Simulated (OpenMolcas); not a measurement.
**How basis sets differ on CuOH (SMILES [OH][Cu])**

CuOH has 3 atoms, charge 0, and is taken as a singlet. As SMILES, `[OH][Cu]`. The shape comes from GFN2-xTB, which is rough for such elements, and wasn't checked as a minimum.

| atom | x (Å) | y (Å) | z (Å) |
| --- | --- | --- | --- |
| O | -0.3080 | -0.3873 | -0.2182 |
| Cu | 1.1564 | 0.0133 | 0.6369 |
| H | -0.8484 | 0.3740 | -0.4187 |

Each level gives the dipole moment (D). The values are calculated.

| level | kind | program | value (D) |
| --- | --- | --- | --- |
| HF/STO-3G | Hartree–Fock | OpenMolcas | 2.02 |
| HF/3-21G | Hartree–Fock | OpenMolcas | 3.29 |
| HF/def2-SVP | Hartree–Fock | OpenMolcas | 5.32 |
| HF/ANO-RCC-VDZP (DKH2) | Hartree–Fock | OpenMolcas | 5.34 |

The values span 2.02 to 5.34 D. Sets without polarisation functions give poor dipoles.

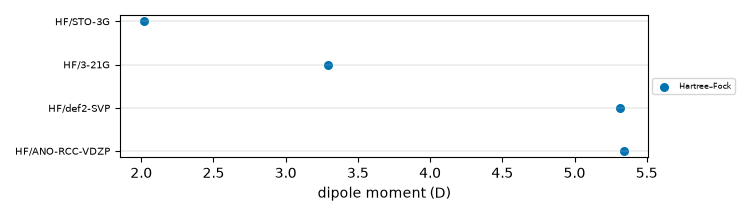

The values of the table, level by level.
